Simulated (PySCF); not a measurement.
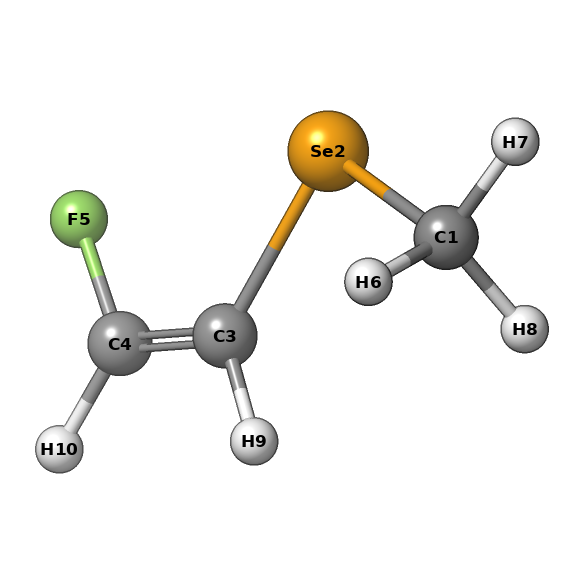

Computed geometry: PBE0-D3(BJ)/def2-SVP optimisation. No frequency run is at hand to confirm it as a minimum. Method: B3LYP/pcJ-1 (pcSseg-1 on Se) indirect spin-spin coupling, non-relativistic, gas phase (PySCF 2.14.0). Isotopes: 13C, 19F, 1H.

Give the spin–spin coupling constants of these pairs, with the number of bonds between them: C4/F5, C3/F5, F5/H10, F5/H9.

```tsv
pair	bonds apart	J (Hz)
C4, F5	1	−330.3
C3, F5	2	15.2
F5, H10	2	90.0
F5, H9	3	41.0
```

Density functionals are unreliable for couplings to fluorine, so those rows may be far off.
